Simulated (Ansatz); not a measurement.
System: CH2GeNSb.

Input file:

```
crystal:
  periodic: [false, false, false]
  atoms:
    - {symbol: C, position_ang: [0.529693, -0.480595, 0.233481]}
    - {symbol: Ge, position_ang: [0.286238, -0.950921, -2.106148]}
    - {symbol: N, position_ang: [-0.390029, -1.336822, -0.217477]}
    - {symbol: Sb, position_ang: [0.888402, 1.264948, -0.948911]}
    - {symbol: H, position_ang: [-0.368373, -2.271943, 0.208227]}
    - {symbol: H, position_ang: [1.198944, -0.781009, 1.062292]}
basis:
  gaussian:
    orbitals: def2-TZVPD
hamiltonian:
  xc: {name: PBE0}
output: {forces: true, orbitals: {seedname: orbitals}}
```

Command:

```sh
ansatz run input.yaml --threads 1 --pin off --max-ram 2610MiB --events-out events.jsonl --progress --plain --runs-dir runs
```

Geometry: r2SCAN-D4/def2-SVP; core potentials replace the inner electrons of Sb.

These are results of Ansatz 0.2.0, isolated molecule in a Gaussian basis; Kohn-Sham density functional theory, functional PBE0, not measurements.

Question: What will maps of the electron density and electron localisation function show?

Answer: Ge–N (2.04 Å): ρ is about 0.61 e/Å³ halfway; the ELF peaks at about 0.85 in the valence shell of N, 0.6 Å from its nucleus, and is about 0.40 at the midpoint.
Ge–Sb (2.57 Å): ρ is about 0.48 e/Å³ halfway; the ELF is about 0.60 at the midpoint.

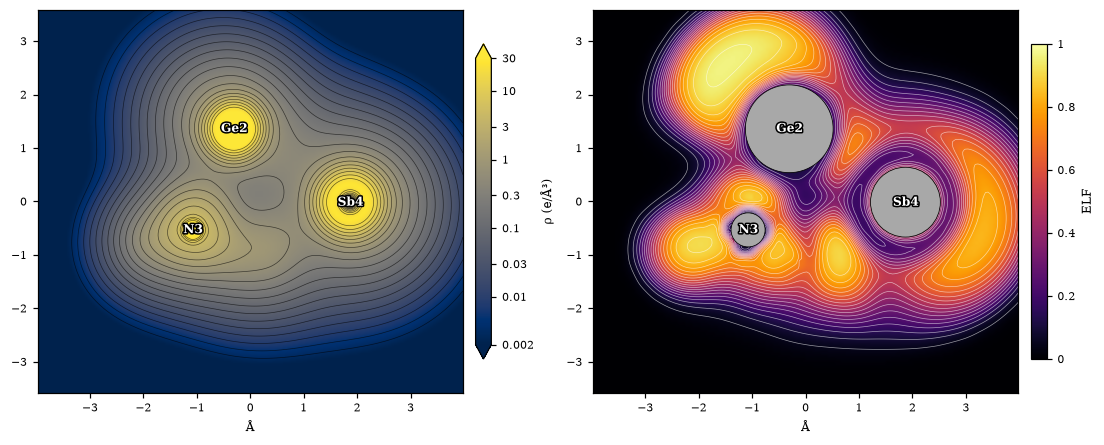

Computed electron density and electron localisation function on the plane of atoms N3, Ge2 and Sb4, in this order. Grey discs cover the atomic cores in the ELF map. 
